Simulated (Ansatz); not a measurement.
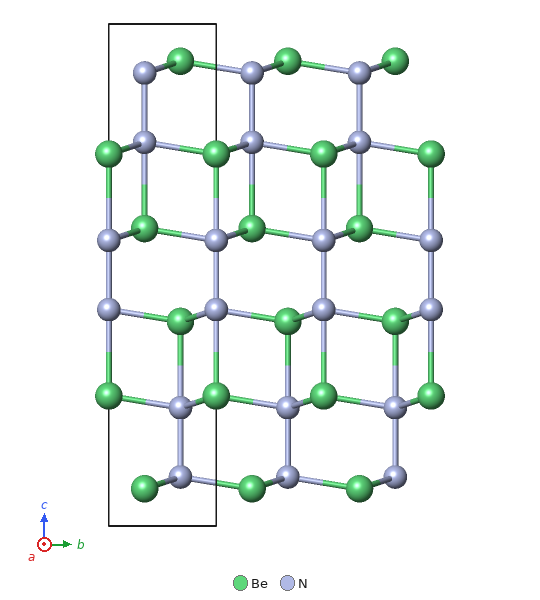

The picture looks along a close-packed row of the hexagonal mesh; c points upwards. Every atom sits on one of the three columns of the mesh; call them A, B, C in the order in which they first turn up. The sequence starts with the first layer at or above the cell's origin.

BeN. Coordinates: the geometry relaxed with DFT PBE, scalar-relativistic, plane waves, PAW (Ansatz 0.2.0); the starting structure was generated, so it need not be a known form of this composition.

> List the layers of one repeat.

Be(A) – N(B) – N(B) – Be(C) – Be(B) – N(C) – N(C) – Be(A) – Be(C) – N(A) – N(A) – Be(B) (twelve layers in 11.74 Å).

Heights of the layers:

| layer | atoms (column) | height (Å) | to next (Å) |
| --- | --- | --- | --- |
| 1 | Be(A) | 0.87 | 0.28 |
| 2 | N(B) | 1.15 | 1.62 |
| 3 | N(B) | 2.77 | 0.28 |
| 4 | Be(C) | 3.04 | 1.74 |
| 5 | Be(B) | 4.78 | 0.28 |
| 6 | N(C) | 5.06 | 1.62 |
| 7 | N(C) | 6.68 | 0.28 |
| 8 | Be(A) | 6.95 | 1.74 |
| 9 | Be(C) | 8.69 | 0.28 |
| 10 | N(A) | 8.97 | 1.62 |
| 11 | N(A) | 10.59 | 0.28 |
| 12 | Be(B) | 10.86 | 1.74 |
